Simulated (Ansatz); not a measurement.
# B2PLYP/cc-pVDZ run of BBrCl2 (bromodichloroborane)

What is the vertical ionisation energy of BBrCl2 (bromodichloroborane) at B2PLYP/cc-pVDZ? 

The calculation is run with Ansatz 0.2.0.

62 further runs of the same task are left out: 1 that didn't finish, 61 set aside as unsound or not needed.

### Step 1. The structure to begin with

The species is BBrCl2 (4 atoms), meant as a singlet with charge 0. SMILES: `ClB(Cl)Br`. Geometry: relaxed at PBE0-D4/def2-TZVP.

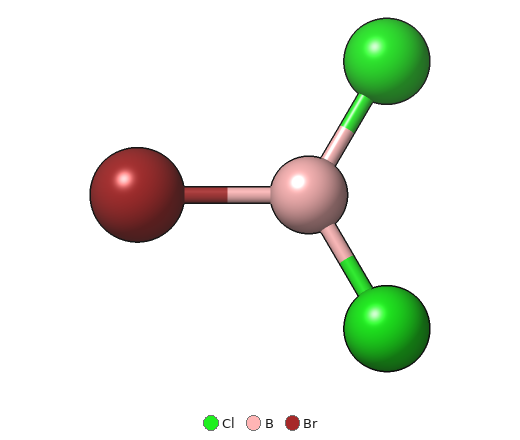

The structure, seen from a chosen angle (chlorine green, boron pink, bromine red).

### Step 2. The energy at B2PLYP/cc-pVDZ

Contents of input.yaml:

```yaml
crystal:
  periodic: [false, false, false]
  atoms:
    - symbol: Cl
      position_ang: [0.582100, 0.666000, 1.510800]
    - symbol: B
      position_ang: [0.037200, -0.038100, 0.022100]
    - symbol: Cl
      position_ang: [0.444300, -1.679200, -0.365600]
    - symbol: Br
      position_ang: [-1.008100, 0.991100, -1.187600]
basis:
  gaussian: {orbitals: cc-pVDZ}
hamiltonian: {xc: {name: B2PLYP}}
correlation: {frozen_orbitals: {B: 1, Br: 9, Cl: 5}}
accuracy: high
output: {orbitals: {seedname: orbitals}}
```

Command:

```console
ansatz run input.yaml --threads 1 --pin off --max-ram 3480MiB --events-out events.jsonl --progress --plain --runs-dir runs
```

What it wrote:

```text
Warning: RAYON_NUM_THREADS=1 ignored (pool sized by the plan → 1); use --threads N
Functional definition: B2PLYP
  name "B2PLYP"
  parameter a = 0.53
  parameter c = 0.27
  exchange = (1 - a)*b88_x + a*exact_x
  correlation = (1 - c)*lyp_c + c*(mp2_os + mp2_ss)
1640 factors; integrals over basis functions are off by at most 4.6e-9 eV
mean field evaluation 1: about -95745.1987 eV, gradient 1.2e1 eV
mean field evaluation 2: about -95745.4120 eV, gradient 1.3e1 eV
mean field evaluation 4: about -95745.9346 eV, gradient 1.6e0 eV
mean field evaluation 8: about -95745.9451 eV, gradient 1.8e-2 eV
mean field evaluation 16: about -95745.9451 eV, gradient 1.1e-6 eV
mean field -95745.94514121 eV, -3518.5985850071 hartree, gradient 2.4e-8 eV, S^2 0.000000; 0 other end points of the search recorded, 0 dependent functions left out
20 core orbitals not correlated: weight in the atoms' cores, before any rotation towards them, 1.000 or more for the frozen orbitals, at most 0.000 for the correlated occupied ones
reference -95745.94516368 eV, -3518.5985858327 hartree; 17, 17 occupied and 40, 40 virtual orbitals, 1640 factors
second order -16.06078130 eV of doubles, -0.00000000 eV of singles
Total energy: -95750.28157463 eV, -3518.7579459958 hartree
```

It took 15 s on 1 thread of Arm Neoverse V1, shared host; peak memory 0.27 GiB.

### Step 3. The doublet cation at the same level

Contents of job.yaml:

```yaml
crystal:
  periodic: [false, false, false]
  atoms:
    - {symbol: Cl, position_ang: [0.582100, 0.666000, 1.510800]}
    - {symbol: B, position_ang: [0.037200, -0.038100, 0.022100]}
    - {symbol: Cl, position_ang: [0.444300, -1.679200, -0.365600]}
    - {symbol: Br, position_ang: [-1.008100, 0.991100, -1.187600]}
basis:
  gaussian:
    orbitals: cc-pVDZ
total_charge: 1
magnetization:
  spin_polarized: true
  initial_magnetization: 1
hamiltonian:
  xc: {name: B2PLYP}
correlation:
  frozen_orbitals: {B: 1, Br: 9, Cl: 5}
accuracy: high
output: {orbitals: {seedname: orbitals}}
```

Command:

```console
ansatz run job.yaml --threads 1 --pin off --max-ram 3480MiB --events-out events.jsonl --progress --plain --runs-dir runs
```

What it wrote, shortened:

```text
Warning: RAYON_NUM_THREADS=1 ignored (pool sized by the plan → 1); use --threads N
[... 2 set-up lines as earlier in the session ...]
[...]
1640 factors; integrals over basis functions are off by at most 4.6e-9 eV
[...]
mean field -95735.07888820 eV, -3518.1992575741 hartree, gradient 8.5e-8 eV, S^2 0.755717; 7 other end points of the search recorded, 0 dependent functions left out
20 core orbitals not correlated: weight in the atoms' cores, before any rotation towards them, 1.000 or more for the frozen orbitals, at most 0.000 for the correlated occupied ones
reference -95735.07891033 eV, -3518.1992583876 hartree; 17, 16 occupied and 40, 41 virtual orbitals, 1640 factors
second order -15.97763245 eV of doubles, -0.00000000 eV of singles
Total energy: -95739.39287110 eV, -3518.3577935216 hartree
```

Wall time 47 s (1 thread of Arm Neoverse V1, shared host); peak memory 0.46 GiB.

### Step 4. Results

At B2PLYP/cc-pVDZ, 20 core orbitals frozen:

| quantity | value |
| --- | --- |
| singlet BBrCl2: total energy | -3518.75795 Eh |
| singlet BBrCl2: HOMO energy (SCF part's orbitals) | -9.66 eV |
| singlet BBrCl2: LUMO energy (SCF part's orbitals) | -0.20 eV |
| singlet BBrCl2: HOMO–LUMO gap (SCF part's orbitals) | 9.46 eV |
| doublet cation: total energy | -3518.35779 Eh |
| doublet cation: HOMO energy (SCF part's orbitals) (highest over α and β) | -15.97 eV |
| doublet cation: LUMO energy (SCF part's orbitals) (lowest over α and β) | -12.07 eV |
| doublet cation: ⟨S²⟩ | 0.756 |
| vertical ionisation energy (to the doublet cation) | 10.889 eV |

In words: The vertical ionisation energy comes to 10.89 eV (1051 kJ/mol). −ε(HOMO) before ionisation, 9.66 eV, is 1.23 eV below this ionisation energy.
